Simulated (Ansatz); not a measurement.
A computed series for Nb3Te4: pressure series

Take Nb$_{3}$Te$_{4}$ (space group P6_3/m, No. 176; a = 10.663 Å, c = 3.593 Å) as the base.

Cell and atoms are relaxed at each pressure.

Level of theory: PBEsol/PAW in Ansatz (a first-principles code), no spin-orbit coupling.

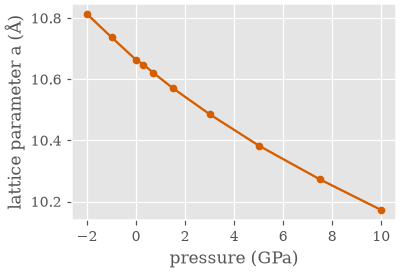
Fig. 1. Lattice parameter a against pressure

```json
[
 {"pressure (GPa)": "-2", "lattice parameter a": "10.813 Å"},
 {"pressure (GPa)": "-1", "lattice parameter a": "10.737 Å"},
 {"pressure (GPa)": "0.3", "lattice parameter a": "10.648 Å"},
 {"pressure (GPa)": "0.7", "lattice parameter a": "10.621 Å"},
 {"pressure (GPa)": "1.5", "lattice parameter a": "10.571 Å"},
 {"pressure (GPa)": "3", "lattice parameter a": "10.486 Å"},
 {"pressure (GPa)": "5", "lattice parameter a": "10.383 Å"},
 {"pressure (GPa)": "7.5", "lattice parameter a": "10.272 Å"},
 {"pressure (GPa)": "10", "lattice parameter a": "10.172 Å"}
]
```

Load acts through the strain it causes; cell and atoms are relaxed under it. Stability against distortions was not tested. Competing high-pressure phases were not computed. The final runs are not spin-polarised.
